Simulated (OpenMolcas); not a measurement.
## AsH$_{2}$ (charge +1): single-point calculation

System: AsH$_{2}$, charge +1.
Method: CASSCF/cc-pVTZ (OpenMolcas 26.06).

The geometry is that of the parent species in another charge or spin state. The geometry comes from this level: PBE0-D4/def2-TZVP.

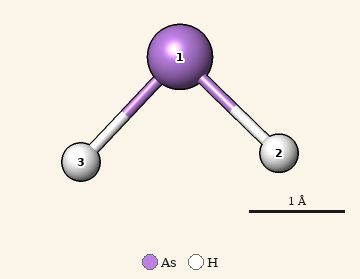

**Figure 1.** The structure as given in the input (ball-and-stick view, seen at a tilt; atoms are numbered from 1 in the order of the input). Bond lengths as drawn: As–H 1.53 Å.

**The input**
```
>>> EXPORT MOLCAS_PRINT=2

&GATEWAY
  BASLIB=$CurrDir
  COORD
  3
  angstrom
  As      -0.573310       0.327430      -0.274790
  H        0.680410       0.795730       0.459110
  H       -0.107090      -1.123160      -0.184320
  BASIS=cc-pVTZ
  GROUP=NoSym

&SEWARD

&RASSCF
  FILEORB=$CurrDir/step1.ScfOrb
  SPIN=1
  NACTEL=6 0 0
  INACTIVE=14
  RAS2=6
  ORBLISTING=Nothing
```

Hardware: 1 thread of Arm Neoverse V1, 112 GiB of memory available, shared host.

Launch command:
```bash
export MOLCAS_MEM=1860
pymolcas step2.input > step2.log
```

**Log**
```
--- Start Module: gateway ---

                                              &GATEWAY

                       available to each process: 1.9 GB of memory, 1 thread

 Basis Set     1 Label: AS.CC-PVTZ
 Basis set is read from library:.
 basistype.tbl is not found

 Basis Set     2 Label: H.CC-PVTZ
 Basis set is read from library:.
 basistype.tbl is not found

++    Symmetry information:
      ---------------------

                    Character Table for C1

                             E
                    a        1  x, y, xy, Rz, z, xz, Ry, yz, Rx, I
--

++    Basis set information:
      ----------------------

      Basis set label: AS.CC-PVTZ.........

      Electronic valence basis set:
      ------------------
      Associated Effective Charge  33.000000 au
      Associated Actual Charge     33.000000 au
      Nuclear Model: Point charge

      Shell  nPrim  nBasis  Cartesian Spherical Contaminant
         s      20       6        X
         p      13       5        X
         d       9       3                 X
         f       1       1                 X

      Basis set label: H.CC-PVTZ.........

      Electronic valence basis set:
      ------------------
      Associated Effective Charge   1.000000 au
      Associated Actual Charge      1.000000 au
      Nuclear Model: Point charge

      Shell  nPrim  nBasis  Cartesian Spherical Contaminant
         s       5       3        X
         p       2       2        X
         d       1       1                 X
--

++    Molecular structure info:
      -------------------------

                    ************************************************
                    **** Cartesian Coordinates / bohr, angstrom ****
                    ************************************************

     Center  Label                x              y              z                     x              y              z
        1      AS1             -1.083399       0.618753      -0.519278             -0.573310       0.327430      -0.274790
        2      H2               1.285789       1.503712       0.867592              0.680410       0.795730       0.459110
        3      H3              -0.202371      -2.122465      -0.348314             -0.107090      -1.123160      -0.184320

                    ***************************************
                    *    InterNuclear Distances / bohr    *
                    ***************************************

               1 AS1           2 H2            3 H3
    1 AS1      0.000000
    2 H2       2.884373        0.000000
    3 H3       2.884391        4.103925        0.000000

                    *******************************************
                    *    InterNuclear Distances / angstrom    *
                    *******************************************

               1 AS1           2 H2            3 H3
    1 AS1      0.000000
    2 H2       1.526345        0.000000
    3 H3       1.526354        2.171704        0.000000

                    **************************************
                    *    Valence Bond Angles / degree    *
                    **************************************
                          Atom centers                 Phi
                      2 H2       1 AS1      3 H3        90.70
--

            Nuclear Potential Energy             23.12551723 au

--- Stop Module: gateway /rc=_RC_ALL_IS_WELL_ ---

--- Start Module: seward ---

                                              &SEWARD

                       available to each process: 1.9 GB of memory, 1 thread

               SEWARD will generate:
                  Multipole Moment integrals up to order  2
                  Kinetic Energy integrals
                  Nuclear Attraction integrals (point charge)
                  One-Electron Hamiltonian integrals
                  Velocity integrals
                  Orbital angular momentum around ( -1.0408   0.5944  -0.4989 )
                  Velocity quadrupole around ( -1.0408   0.5944  -0.4989 )
                  Two-Electron Repulsion integrals

                   Integrals are discarded if absolute value <: 1.00E-14
                   Integral cutoff threshold is set to       <: 1.00E-16

            Nuclear Potential Energy             23.12551723 au

      Basis set specifications :
      Symmetry species         a
      Basis functions           71

--- Stop Module: seward /rc=_RC_ALL_IS_WELL_ ---
--- Module seward spent 1 second ---

--- Start Module: rasscf ---

                                              &RASSCF

                       available to each process: 1.9 GB of memory, 1 thread

      Header of the ONEINT file:
      --------------------------

      OrdInt status: non-squared

      Cartesian coordinates in angstrom:
      -----------------------------------------------------
      No.  Label        X            Y            Z
      -----------------------------------------------------
       1   AS1       -0.57331000   0.32743000  -0.27479000
       2   H2         0.68041000   0.79573000   0.45911000
       3   H3        -0.10709000  -1.12316000  -0.18432000
      -----------------------------------------------------
      Nuclear repulsion energy =   23.12551723

++    Wave function specifications:
      -----------------------------

      Number of closed shell electrons          28
      Number of electrons in active shells       6
      Max number of holes in RAS1 space          0
      Max nr of electrons in RAS3 space          0
      Number of inactive orbitals               14
      Number of active orbitals                  6
      Number of secondary orbitals              51
      Spin quantum number                      0.0
      State symmetry                             1
--

++    Orbital specifications:
      -----------------------

      Symmetry species                           1
                                                 a
      Frozen orbitals                            0
      Inactive orbitals                         14
      Active orbitals                            6
      RAS1 orbitals                              0
      RAS2 orbitals                              6
      RAS3 orbitals                              0
      Secondary orbitals                        51
      Deleted orbitals                           0
      Number of basis functions                 71
--

++    CI expansion specifications:
      ----------------------------

      Number of CSFs                           175
      Number of spin combinations              210
      Number of determinants                   400
      Number of root(s) required                 1
      Root chosen for geometry opt.              1
      CI root used                               1

      highest root included in the CI            1
      max. size of the explicit Hamiltonian    175
--

++    Optimization specifications:
      ----------------------------

      RASSCF algorithm: Conventional
      Maximum number of macro iterations       200
      Maximum number of SX iterations          100
      Threshold for RASSCF energy            1.000E-08
      Threshold for max MO rotation          1.000E-01
      Threshold for max BLB element          1.000E-04
      Level shift parameter                  5.000E-01
      Make Quasi-Newton update
--

      The MO-coefficients are taken from the file:
      step1.ScfOrb
      Title: SCF orbitals

      Total molecular charge    1.00

      ************************************************************************************************************************
      *                                            Wave function control section                                             *
      ************************************************************************************************************************

                                         RASSCF iterations: Energy and convergence statistics
                                         ----------------------------------------------------

          iter iter root      energy       change     param      element    value   shift minimum  type update hh:mm:ss
 Nr of preliminary CI iterations:   1
      Total energies have been shifted. Add                -2000.00 au
        1   1   14    1  -235.07415451    0.00E+00   4.70E-01*  19  28 1  1.01E-02*  0.00   0.00    SX    NO    0:00:00
        2   1    9    1  -235.10566288   -3.15E-02* -8.06E-02   16  31 1  1.49E-02*  0.00   0.00    SX    NO    0:00:00
        3   1    9    1  -235.10956767   -3.90E-03* -4.14E-02   16  54 1 -3.97E-03*  0.00   0.00    SX    NO    0:00:00
        4   1    8    1  -235.11052252   -9.55E-04*  2.59E-02   19  31 1 -1.86E-03*  0.00   0.00    SX    NO    0:00:00
        5   1    8    1  -235.11080689   -2.84E-04*  2.92E-02   16  31 1 -1.13E-03*  0.00   2.26    LS   YES    0:00:00
        6   1    7    1  -235.11093428   -1.27E-04*  7.21E-03   16  31 1 -1.64E-03*  0.00   1.13    QN   YES    0:00:00
        7   1    6    1  -235.11094431   -1.00E-05* -3.70E-03   16  31 1 -5.65E-04*  0.00   1.42    QN   YES    0:00:00
        8   1    6    1  -235.11094651   -2.21E-06*  8.84E-04   11  42 1 -1.39E-04*  0.00   1.09    QN   YES    0:00:00
        9   1    6    1  -235.11094681   -2.98E-07* -9.43E-04   16  31 1  9.12E-05   0.00   1.50    QN   YES    0:00:00
       10   1    5    1  -235.11094694   -1.29E-07* -5.87E-04   16  31 1  2.41E-05   0.00   1.31    QN   YES    0:00:00
       11   1    5    1  -235.11094697   -3.16E-08*  4.22E-04   15  30 1  2.04E-05   0.00   1.52    QN   YES    0:00:00
       12   1    4    1  -235.11094698   -1.10E-08* -1.67E-04   16  31 1 -1.26E-05   0.00   1.32    QN   YES    0:00:00
       13   1    4    1  -235.11094698   -2.19E-09  -6.58E-05   17  30 1 -4.13E-06   0.00   1.35    QN   YES    0:00:00
      Convergence after 13 iterations
       14   1    4    1  -235.11094699   -4.54E-10  -6.58E-05   15  30 1 -1.93E-06   0.00   1.35    QN   YES    0:00:00

      ************************************************************************************************************************
                                                      Wave function printout:
                       occupation of active orbitals, and spin coupling of open shells (u,d: Spin up or down)
      ************************************************************************************************************************

      Note: transformation to natural orbitals
      has been made, which may change the order of the CSFs.

      printout of CI-coefficients larger than  0.05 for root  1
      energy=   -2235.110947
      conf/sym  111111     Coeff  Weight
             1  222000  -0.96939 0.93971
            11  220200   0.16948 0.02872
            13  220020   0.05280 0.00279
            21  2ud0ud   0.07135 0.00509
            31  202020   0.08084 0.00654
            34  202002   0.05345 0.00286
            39  ud20ud   0.08218 0.00675

      Natural orbitals and occupation numbers for root  1
      sym 1:   1.983232   1.967931   1.926251   0.063039   0.033904   0.025644

      ************************************************************************************************************************
      *                                                    Final results                                                     *
      ************************************************************************************************************************

++    Final optimization conditions:
      ------------------------------

      Average CI energy                           -2235.11094699
      RASSCF energy for state  1                  -2235.11094699
      Super-CI energy                                -0.00000000
      RASSCF energy change                           -0.00000000
      Max change in MO coefficients               4.206E-05
      Max non-diagonal density matrix element    -6.576E-05
      Maximum BLB matrix element                 -1.931E-06
      (orbital pair  15,  30 in symmetry   1)
      Norm of electronic gradient            4.995E-06
--

      Final state energy(ies):
      ------------------------

::    RASSCF root number  1 Total energy:  -2235.11094699
      Von Neumann Entropy (Root   1) =  0.42471

      Mulliken population analysis for root number:  1
      -----------------------------------------------

++    Molecular charges:
      ------------------

      Mulliken charges per centre
      ---------------------------

                AS1     H2      H3
      Total   32.1934  0.9033  0.9033

      N-E      0.8066  0.0967  0.0967

      Total electronic charge=   34.000000

      Total            charge=    1.000000
--

      Expectation values of various properties for root number:  1
      -----------------------------------------------------------

++    Molecular properties:
      ---------------------

      Charge (e):
                      =    1.0000
      Dipole Moment (debye):
      Origin of the operator (angstrom)=   -0.5508    0.3146   -0.2640
                   X=  8.4010E-01               Y= -4.7979E-01               Z=  4.0266E-01           Total=  1.0479E+00
      Center of Charge (angstrom)
                     X=   -0.37587573               Y=    0.21467305               Z=   -0.18015927
      Quadrupole Moment (debye*angstrom):
      Origin of the operator (angstrom)=   -0.5508    0.3146   -0.2640
                  XX= -1.5128E+01              XY=  4.7168E-01              XZ= -9.4454E-01              YY= -1.4967E+01
                  YZ=  6.8304E-02              ZZ= -1.3798E+01
      In traceless form (debye*angstrom)
                  XX= -7.4554E-01              XY=  7.0752E-01              XZ= -1.4168E+00              YY= -5.0383E-01
                  YZ=  1.0246E-01              ZZ=  1.2494E+00
--

      Average orbitals are written to the RASORB file
      Natural orbitals for root   1 are written to the RASORB.1 file
      Spin density orbitals for root   1 are written to the SPDORB.1 file

--- Stop Module: rasscf /rc=_RC_ALL_IS_WELL_ ---
--- Module rasscf spent 3 seconds ---

.##################.
.# Happy landing! #.
.##################.

    Timing: Wall=4.88 User=3.92 System=0.95
```

**Summary**

```json
{"quantity": "outcome", "value": "converged"}
{"quantity": "total energy", "value": "−2235.110947 hartree"}
{"quantity": "CASSCF energy", "value": "−2235.110947 hartree"}
{"quantity": "basis functions", "value": "71"}
{"quantity": "wall time", "value": "5.4 s"}
{"quantity": "peak memory", "value": "0.42 GiB"}
```

**Notes**

The record of the run, not the program, notes: an active orbital turned away from the chosen space.
